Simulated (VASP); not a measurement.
Band structure of FeAl (CsCl type). These are optB88-vdW, VASP's PBE PAW potentials (set 64) (plane waves; VASP) values and carry that method's errors.

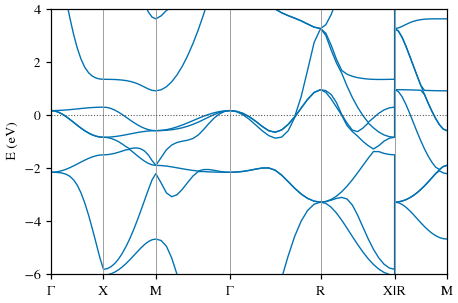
Bands along high-symmetry lines, zero at the valence-band maximum or, without a gap, the Fermi level

Task: Read the plot: is there a gap, and where are the band edges?

Result: It has no gap at this level: it comes out as a metal or semimetal. (Edges off the drawn lines would not show.)

The compound is FeAl in the CsCl type structure. It was relaxed first. The run is not spin-polarised, so no magnetic state was tried. The electron count is odd and the run is not spin-polarised, which forces a metal.
